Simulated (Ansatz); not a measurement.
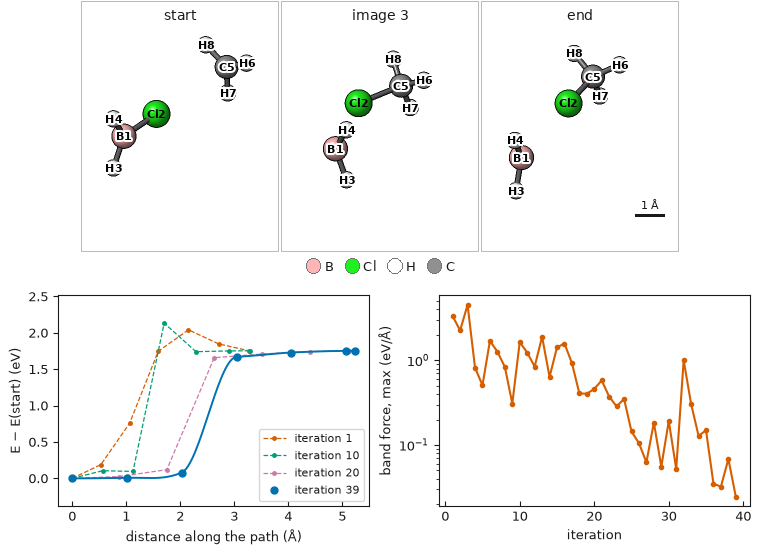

A search for the minimum-energy path of CH$_{5}$BCl (multiplicity 2), made up at the start of BH2Cl and CH₃ by the nudged elastic band. Images are numbered from 0 (start) to 6 (end). The plot follows the band through its iterations. A ball-and-stick model, seen from a free direction.

These are results of UKS B3LYP/6-31G* (Ansatz), not measurements. Settings: 5 movable images; climbing image; force threshold 0.03 eV/Å; iteration limit 60; starting path through a guess of the saddle point.

Question: Did the band converge, and can the barrier be trusted?

Answer: The run is converged, with reservations. The band converged in 39 iterations. The largest component of the band force went from 3.3 to 0.024 eV/Å. The first iteration put the highest image at 2.04 eV. No barrier shows: the energy is highest at the end, and the end lies 1.75 eV above the start.

Limits of the set-up: the start holds two separate molecules, 3.7 Å apart at their closest, whose relative position is a soft coordinate and is computed without a dispersion correction.

Cost: 9.1 min on 1 thread of Arm Neoverse V1, on a shared host, peak memory 0.14 GiB.
